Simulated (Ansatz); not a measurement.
**HF/STO-3G run of SnTe (SMILES [Sn][Te])**

What is the vertical ionisation energy of SnTe at HF/STO-3G? 

The results are computed with Ansatz 0.2.0.

45 further runs of the same task are left out: 16 that didn't finish, 29 set aside as unsound or not needed.

## 1. The system as given

The species is SnTe (2 atoms), meant as a singlet with charge 0. As SMILES, `[Sn][Te]`. Geometry: relaxed at PBE0-D4/def2-TZVP.

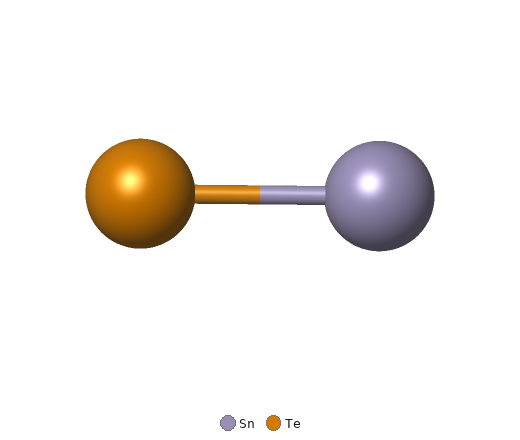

Viewed from a chosen angle; tin purple, tellurium orange.

## 2. A single-point energy at HF/STO-3G

molecule.yaml

```yaml
basis:
  gaussian:
    orbitals: STO-3G
crystal:
  periodic: [false, false, false]
  atoms:
    - {symbol: Sn, position_ang: [0.000000, 0.000000, 0.009440]}
    - {symbol: Te, position_ang: [-0.000000, -0.000000, 2.527330]}
hamiltonian:
  xc: hf
accuracy: high
```

The run is started by

```console
$ ansatz run molecule.yaml --threads 1 --pin off --max-ram 3480MiB --events-out events.jsonl --progress --plain --runs-dir runs
```

Output:

```text
Warning: RAYON_NUM_THREADS=1 ignored (pool sized by the plan → 1); use --threads N
Functional definition: HF
  name "HF"
  exchange = exact_x
  correlation = 0
827 factors; integrals over basis functions are off by at most 4.7e-9 eV
mean field evaluation 1: about -340424.1528 eV, gradient 1.7e1 eV
mean field evaluation 2: about -340424.1908 eV, gradient 1.7e1 eV
mean field evaluation 4: about -340426.8489 eV, gradient 7.1e-1 eV
mean field evaluation 8: about -340426.8514 eV, gradient 5.0e-6 eV
mean field -340426.85138620 eV, -12510.4560388351 hartree, gradient 1.7e-8 eV, S^2 0.000000; 0 other end points of the search recorded, 0 dependent functions left out
reference -340426.85138620 eV, -12510.4560388351 hartree; 51, 51 occupied and 3, 3 virtual orbitals, 827 factors
Total energy: -340426.85138620 eV, -12510.4560388351 hartree
```

It took 1.1 s on 1 thread of AMD EPYC 9R14 (Zen 4), shared host; peak memory 0.15 GiB.

## 3. The doublet cation

input.yaml

```yaml
crystal:
  periodic: [false, false, false]
  atoms:
    - symbol: Sn
      position_ang: [0.000000, 0.000000, 0.009440]
    - symbol: Te
      position_ang: [-0.000000, -0.000000, 2.527330]
basis:
  gaussian:
    orbitals: STO-3G
total_charge: 1
magnetization:
  spin_polarized: true
  initial_magnetization: 1
hamiltonian:
  xc: hf
accuracy: high
```

The run is started by

```console
$ ansatz run input.yaml --threads 1 --pin off --max-ram 3480MiB --events-out events.jsonl --progress --plain --runs-dir runs
```

Output (excerpt; [...] marks lines left out):

```text
Warning: RAYON_NUM_THREADS=1 ignored (pool sized by the plan → 1); use --threads N
[... 2 set-up lines as earlier in the session ...]
[...]
827 factors; integrals over basis functions are off by at most 4.7e-9 eV
[...]
mean field -340421.92047097 eV, -12510.2748310429 hartree, gradient 7.5e-8 eV, S^2 1.021182; 11 other end points of the search recorded, 0 dependent functions left out
reference -340421.92047097 eV, -12510.2748310429 hartree; 51, 50 occupied and 3, 4 virtual orbitals, 827 factors
Total energy: -340421.92047097 eV, -12510.2748310429 hartree
```

Run time: 11 s. Hardware: 1 thread of AMD EPYC 9R14 (Zen 4), shared host; peak memory 0.25 GiB.

## 4. Summary of results

At HF/STO-3G:

| quantity | value |
| --- | --- |
| singlet SnTe: total energy | -12510.45604 Eh |
| doublet cation: total energy | -12510.27483 Eh |
| doublet cation: ⟨S²⟩ | 1.021 |
| vertical ionisation energy (to the doublet cation) | 4.931 eV |

The vertical ionisation energy comes to 4.93 eV (476 kJ/mol). In a minimal basis such a difference can be off by several eV, whatever the method. Relativity is left out (singlet SnTe) although the molecule holds a heavy atom. ⟨S²⟩ (doublet cation) is 1.02 where a pure doublet has 0.75: the reference is spin-contaminated. Relativity is left out (doublet cation) although the molecule holds a heavy atom.
